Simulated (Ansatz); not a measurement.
A series of calculations on AlSiH₇O₂

### Relaxation

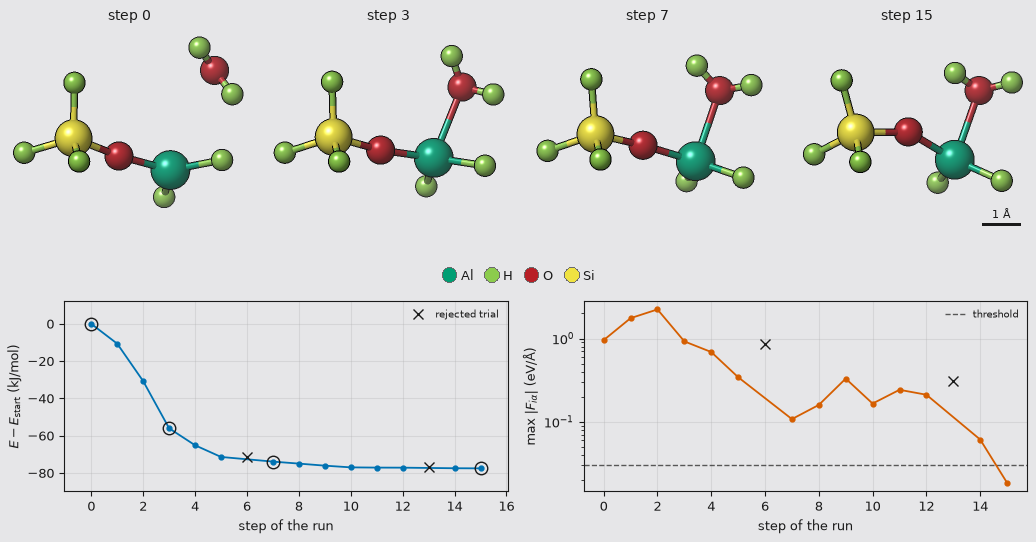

Frames of a relaxation of AlSiH$_{7}$O$_{2}$, marked on the history of the run. A ball-and-stick model, seen at a tilt.

The run prepares an end point of a later path (reaction) calculation, from a guessed geometry.

Theory: RKS PBE0/def2-SVP in Ansatz 0.2.0.

Input
```yaml
crystal:
  periodic: [false, false, false]
  atoms:
    - { symbol: Al, position_ang: [0.283924, -0.259437, -0.010432] }
    - { symbol: H, position_ang: [0.444385, 0.013659, 1.529124] }
    - { symbol: H, position_ang: [1.460864, -0.130662, -1.053591] }
    - { symbol: O, position_ang: [-1.217459, -0.881998, -0.519944] }
    - { symbol: Si, position_ang: [-2.740249, -1.415588, -0.842897] }
    - { symbol: H, position_ang: [-3.077942, -2.587169, 0.023536] }
    - { symbol: H, position_ang: [-3.733617, -0.328195, -0.57628] }
    - { symbol: H, position_ang: [-2.864977, -1.829495, -2.273701] }
    - { symbol: O, position_ang: [-0.480995, 2.438168, 0.946245] }
    - { symbol: H, position_ang: [-1.438862, 2.455694, 1.063707] }
    - { symbol: H, position_ang: [-0.178873, 1.772124, 1.608534] }
basis:
  gaussian: { orbitals: def2-SVP }
hamiltonian:
  xc: pbe0
relax:
  f_tol: 0.03
  max_steps: 50
output:
  orbitals: {}
```

Command:
```bash
ansatz run input.yaml --threads 2 --pin off --max-ram 3072MiB --backend cpu --events-out ev --progress --plain --runs-dir out
```

### What happens along the run?

The largest move after the best rigid fit is that of H10, 0.89 Å. By element the largest moves are H 0.89 Å, O 0.74 Å, Al 0.35 Å, Si 0.21 Å. Some distances before and after: Al1–H10 3.390 → 2.337 Å, Al1–O9 2.963 → 2.009 Å, Al1–O4 1.703 → 1.753 Å, Al1–H2 1.572 → 1.598 Å. New bonds form, among them: Al1–O9 (2.96 → 2.01 Å). Bond angles that change, for instance: Al1–O4–Si5 173.2° → 153.3°, H10–O9–H11 103.6° → 107.3°, H3–Al1–O4 119.3° → 116.3°. Over 13 accepted moves (15 points after the start) the energy falls by 77.5 kJ/mol. The largest force component goes from 0.96 to 0.019 eV/Å. The line search rejected the trial steps at points 6, 13 of the run. The run took 35 s on 2 threads of Arm Neoverse V2, on a shared host, peak memory 0.2 GiB. From step 0 to 3: O9 moves most (0.55 Å), energy −56.0 kJ/mol. From step 3 to 7: H10 moves most (0.45 Å), energy −17.9 kJ/mol. From step 7 to 15: O4 moves most (0.41 Å), energy −3.62 kJ/mol.

| step | E − E(0), kJ/mol | largest force component, eV/Å | note |
| --- | --- | --- | --- |
| 0 | 0.00 | 0.9561 |  |
| 1 | -10.63 | 1.7537 |  |
| 2 | -30.70 | 2.2329 |  |
| 3 | -55.99 | 0.9236 |  |
| 4 | -65.09 | 0.6882 |  |
| 5 | -71.36 | 0.3435 |  |
| 6 | -71.35 | 0.8499 | rejected |
| 7 | -73.85 | 0.1080 |  |
| 8 | -74.92 | 0.1597 |  |
| 9 | -76.02 | 0.3303 |  |
| 10 | -76.94 | 0.1659 |  |
| 11 | -77.06 | 0.2425 |  |
| 12 | -77.10 | 0.2115 |  |
| 13 | -76.93 | 0.3092 | rejected |
| 14 | -77.41 | 0.0614 |  |
| 15 | -77.47 | 0.0186 |  |

### Relaxation

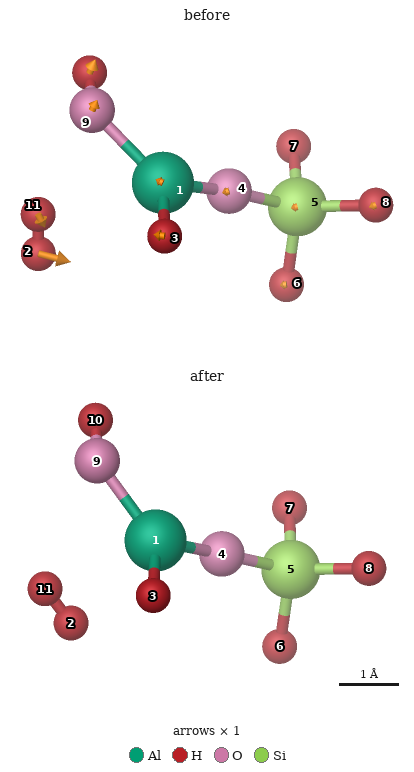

The structure of AlSiH7O2 before (top) and after (bottom) a relaxation, at one scale. The orange arrows give the displacements, at their true length.

Style: ball-and-stick. Shown from a free direction.

The run prepares an end point of a later path (reaction) calculation, from a guessed geometry.

Level of theory: RKS PBE0/def2-SVP in Ansatz 0.2.0. Settings: no spin polarisation; force threshold 0.03 eV/Å; at most 50 steps.

> What changed between the two?

After 9 accepted moves (11 points after the start) the energy has fallen by 10.6 kJ/mol. The largest force component goes from 1.6 to 0.0031 eV/Å. The line search rejected the trial steps at points 6, 8 of the run. H2 moves most after the best rigid fit: 0.58 Å. Largest moves by element: H 0.58 Å, O 0.21 Å, Al 0.14 Å, Si 0.12 Å. Some distances before and after: Al1–H11 2.422 → 2.331 Å, Al1–O9 1.747 → 1.702 Å, H2–H11 0.722 → 0.765 Å, O4–Si5 1.648 → 1.643 Å. Bond angles that change, for instance: Al1–O9–H10 122.5° → 126.7°. Cost: 27 s on 2 threads of Arm Neoverse V2, with other jobs on the host, peak memory 0.2 GiB.

Limits of the set-up: the start holds two separate molecules, 2.2 Å apart at their closest, whose relative position is a soft coordinate and is computed without a dispersion correction.

### Path

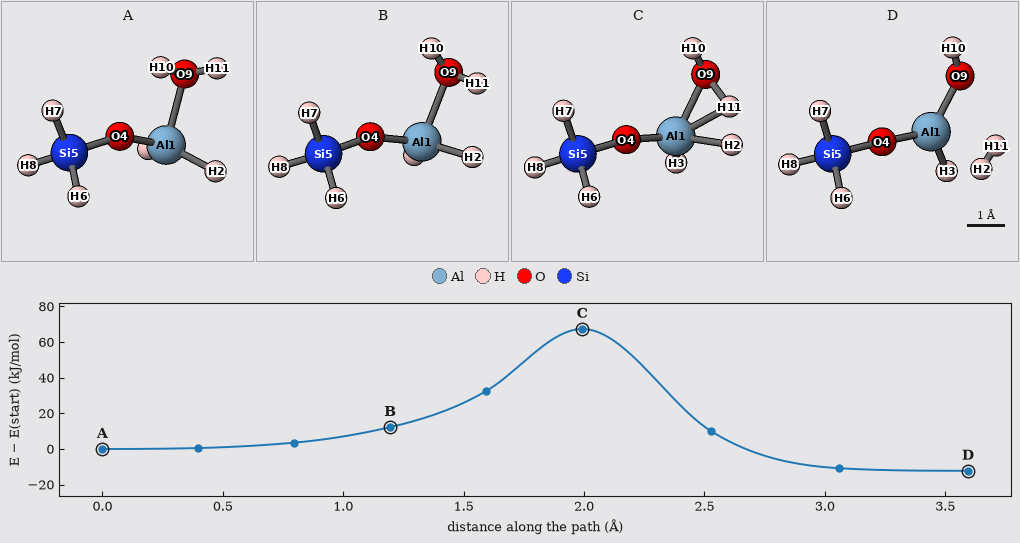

NEB run on AlSiH7O2. Images are numbered from 0 (start) to 8 (end). Frames A to D are images 0, 3, 5, 8. A ball-and-stick model, seen at a tilt.

Method: Ansatz, RKS PBE0/def2-SVP. Set-up: 7 movable images; climbing image; force threshold 0.03 eV/Å; iteration limit 60; starting path through a guess of the saddle point.

Read off the barrier and say what moves.

Answer. Breaking: Al1–H2 (1.60 → 1.78 at the top → 2.39 Å), O9–H11 (0.97 → 1.25 at the top → 2.61 Å). Forming: H2–H11 (2.79 → 1.05 at the top → 0.76 Å). Forward barrier 67.4 kJ/mol, backward barrier 79.6 kJ/mol, with image 5 at the top; the reaction energy is −12.2 kJ/mol. The band is converged. At the top, the vibrational analysis gives one imaginary mode (1185i cm⁻¹), as a transition state must have.

Cost: 6 min on 2 threads of Arm Neoverse V2 (shared host), peak memory 0.21 GiB.
